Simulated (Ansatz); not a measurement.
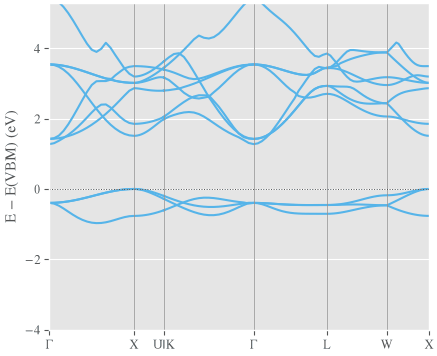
*Band structure from the program Ansatz at the r²SCAN level (PAW)*

Read off the gap and where the band edges lie.

About 1.3 eV (1.28 eV by a search for the band edges); maximum at X, minimum at Γ.

Which compound is it?
A) ZnSe, zinc blende
B) GaN, zinc blende
C) Cs3Sb, Fm-3m (Cs on 8c, Cs on 4b, Sb on 4a)
D) PbSe, zinc blende

C, Cs3Sb, Fm-3m (Cs on 8c, Cs on 4b, Sb on 4a)

The first step of the workflow began from a Materials Project structure, measured or hypothetical; the Crystallography Open Database copy checked does not list it. Whether it is the stable phase at ambient conditions was not checked. The cell was relaxed with r²SCAN under the symmetry of its start; its stability against distortions is not shown here. Scalar-relativistic: spin–orbit coupling is off unless named, which matters more the heavier the elements.

Potentials: the later of the program's two PAW sets.
